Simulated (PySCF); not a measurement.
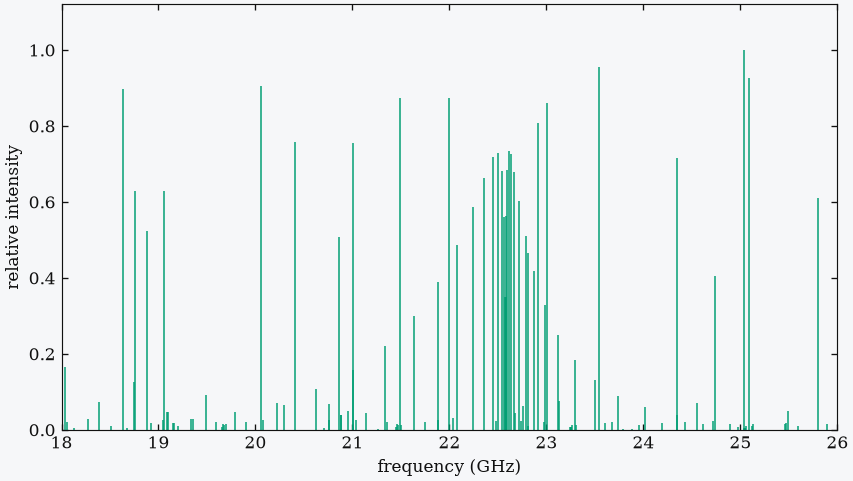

Simulated rotational absorption lines between 18 and 26 GHz at 3 K: rigid rotor with the equilibrium constants and dipole of one optimised conformer (PBE0-D3(BJ)/def2-SVP, PySCF), commonest isotopes; no centrifugal distortion, hyperfine structure, internal rotation or nuclear-spin weights; lines within 1 MHz of each other are summed.

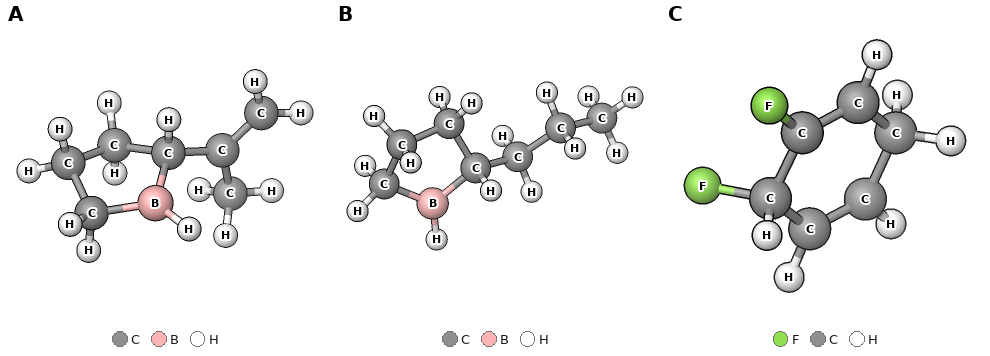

Which molecule gives this spectrum? The candidates are drawn in the second picture.

Structure B, C₇H₁₅B, SMILES CCC[C@@H]1BCCC1. Rotational constants A, B, C = 5.409, 0.9408, 0.8449 GHz, |μa|, |μb|, |μc| = 0.07, 0.41, 0.01 D.

Caveats: coarse grid, loose stop and no frequency check, small forces are noise and the end may be a saddle.
